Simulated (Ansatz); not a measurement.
# Ta, response to strain

The parent structure is Ta in the bcc (W type) structure (space group Im-3m, No. 229; a = 3.3061 Å; relaxed with 0.1 eV smearing).

Strains are applied to the cell and any free atomic positions relax.

Computed with r2SCAN (Ansatz, a program for electronic structure; PAW; 500 eV plane waves; scalar-relativistic without spin-orbit coupling).

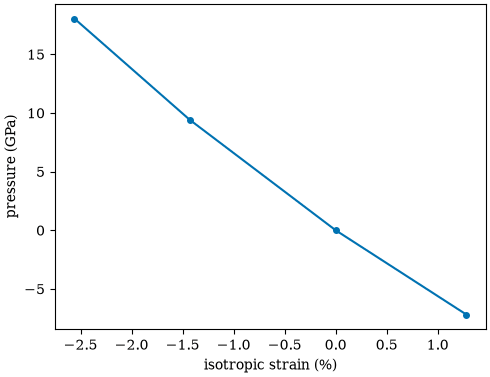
Fig. 1. Pressure against isotropic strain

Task: From the plot, what is the pressure for isotropic strain −1.43 %?

Result: About 9 GPa.

Task: Is the trend monotonic over the range shown?

Result: Yes, it falls throughout, spanning -7.2 GPa to 18.0 GPa.

No phonon test of stability was made. The final runs are not spin-polarised.
